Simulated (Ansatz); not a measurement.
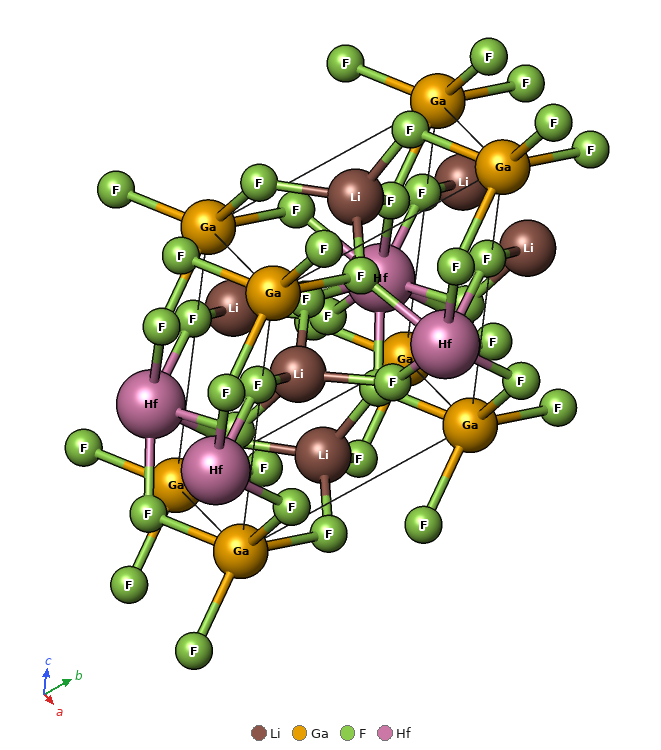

An orthographic ball-and-stick view of the structure, slightly off an axis. The parallelepiped is the simulation cell. Bonds that leave the box are completed with the atoms at their other ends.

```yaml
crystal:
  lattice:
    - [0.00000, 5.06561, 0.00000]
    - [5.06561, 0.00000, 0.00000]
    - [2.53281, 2.53281, -5.22047]
  atoms:
    - { symbol: Li, position: [0.50000, 0.50000, 0.00000] }
    - { symbol: Ga, position: [0.00000, 0.00000, 0.00000] }
    - { symbol: F, position: [0.55700, 0.69790, 0.17960] }
    - { symbol: F, position: [0.30210, 0.73660, 0.82040] }
    - { symbol: F, position: [0.26340, 0.12250, 0.17960] }
    - { symbol: F, position: [0.87750, 0.44300, 0.82040] }
    - { symbol: F, position: [0.00720, 0.60900, 0.35920] }
    - { symbol: F, position: [0.39100, 0.36640, 0.64080] }
    - { symbol: F, position: [0.63360, 0.03180, 0.35920] }
    - { symbol: F, position: [0.96820, 0.99280, 0.64080] }
    - { symbol: Hf, position: [0.25000, 0.75000, 0.50000] }
    - { symbol: Li, position: [0.75000, 0.25000, 0.50000] }
```

Run with DFT, PAW plane waves, r2SCAN in Ansatz and these settings: cutoff 500 eV, a 6×6×6 mesh of k-points, Fermi-Dirac smearing of 0.037 eV, no spin polarisation.

> What does a Bader analysis give?

Li +0.92 e; Hf +2.93 e; Ga +1.58 e; F -0.79 e.

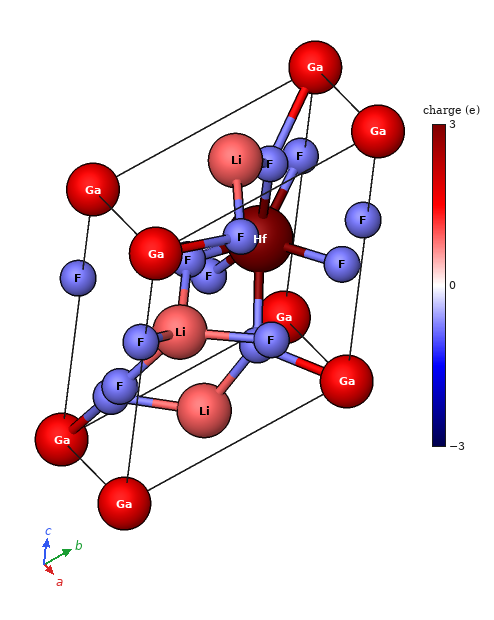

The atoms coloured by those charges.

This is a generated cell, made by putting these elements into a known structure type (the compound may or may not exist in this form), not relaxed. It went into a calculation with Ansatz.
